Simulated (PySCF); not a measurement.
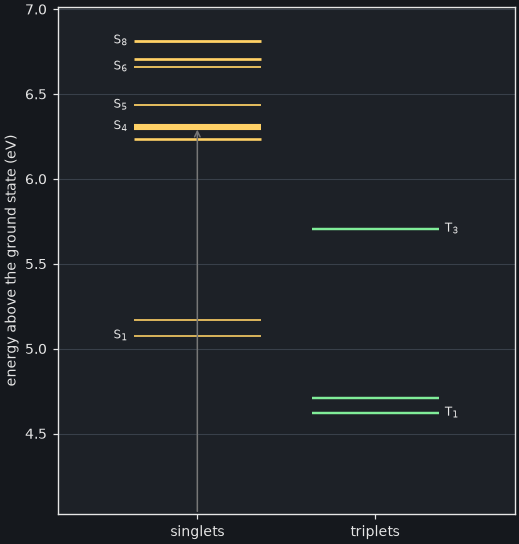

State diagram of C₄H₈S₂, SMILES CC1SCCS1. Vertical TDDFT excitations, CAM-B3LYP/def2-SVPD, PySCF 2.14.0, at a GFN2-xTB geometry (no frequency check), gas phase. Triplets in the Tamm-Dancoff approximation; only the lowest 8 singlets and 3 triplets were computed. Thicker singlet lines are brighter; the arrow marks the brightest. S0, at zero, lies below the range drawn.

What are the energy, strength and character of the state that the arrow marks?

S4 at 6.31 eV (197 nm), f = 0.058, mainly HOMO−1 → LUMO+1 (75 %).

How many of the triplet levels drawn lie below S1?

2 of 3 (T1 4.62 eV, T2 4.71 eV, T3 5.71 eV; S1 5.08 eV).

What character does the calculation give T1?

Mainly HOMO → LUMO (56 %).

Known limits of this run: the tight-binding geometry is rougher than a DFT one and adds to the error; one conformer of a flexible molecule; core orbitals are frozen in the response.
